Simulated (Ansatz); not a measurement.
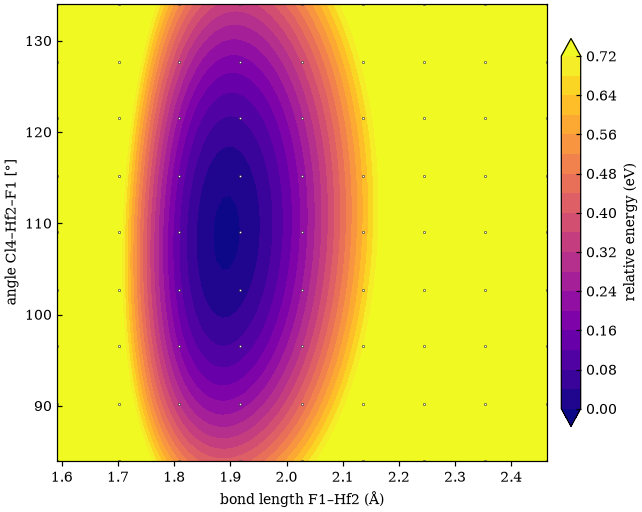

BrCl2FHf, SMILES [F][Hf]([Cl])([Cl])[Br]. 
- The first coordinate is: bond length F1–Hf2; the second: angle Cl4–Hf2–F1.
- Nothing is relaxed (all other coordinates rigid).
- Grid: 9 × 9 points.
- All energies are given in eV relative to the lowest grid point.
- All numbers below come from RHF-MP2, frozen core/def2-SVP in Ansatz.

The picture shows filled contours, dots at the grid points, one colour for all values above the top of the scale. Between grid points the surface is interpolated.

> Where is the minimum, and how stiff is the well along each coordinate?

The interpolated minimum is at bond length F1–Hf2 ≈ 1.895 Å, angle Cl4–Hf2–F1 ≈ 108.9°. The curvatures there are about 30 eV/Å² and 3.6 eV/rad², with a cross term of about −0.9 eV/(Å·rad). Round the minimum the two coordinates are weakly coupled (coupling −0.09 in units of the two stiffnesses).
